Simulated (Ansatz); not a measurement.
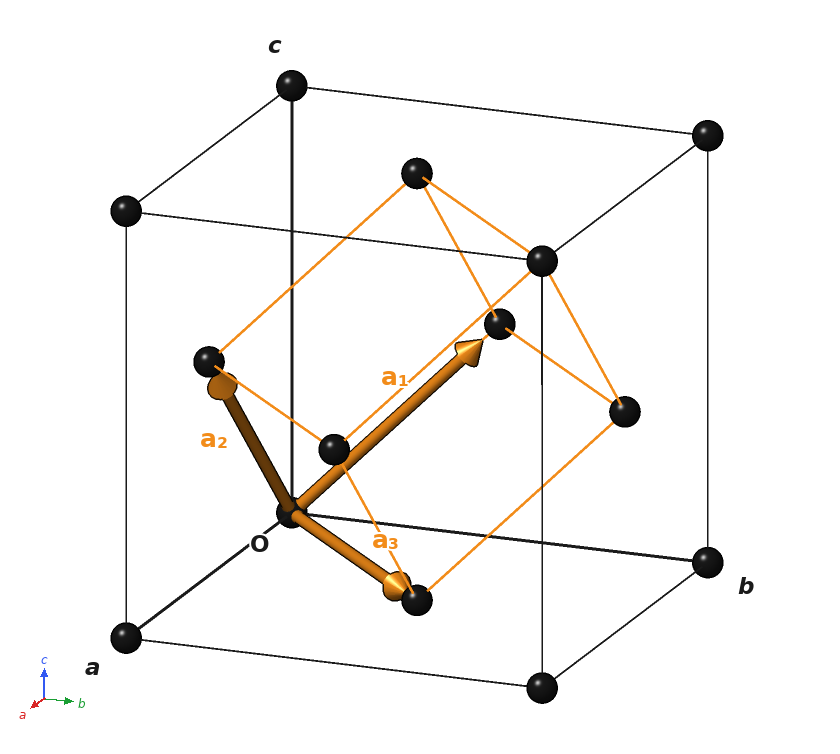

The conventional cell (thin) and a primitive cell (coloured, vectors a₁, a₂, a₃), with the lattice points alone. Crystal: Ge, the input geometry of an electronic-structure calculation (not necessarily at equilibrium). All values are computed from the atomic coordinates in the standard setting (tolerance 0.002 Å).

a = 5.673 Å, b = 5.673 Å, c = 5.673 Å, α = 90.00°, β = 90.00°, γ = 90.00°.

> What is the centring, and how are the primitive vectors built?

F, face-centred cubic, with lattice points at (0, 0, 0), (1/2, 1/2, 0), (1/2, 0, 1/2), (0, 1/2, 1/2). a₁ = 1/2 b + 1/2 c; a₂ = 1/2 a + 1/2 c; a₃ = 1/2 a + 1/2 b.

> Give the primitive cell's size and content.

Edges 4.012, 4.012, 4.012 Å; angles 60.00°, 60.00°, 60.00°; volume 45.66 Å³, 1/4 of the conventional cell; 2 of its 8 atoms.
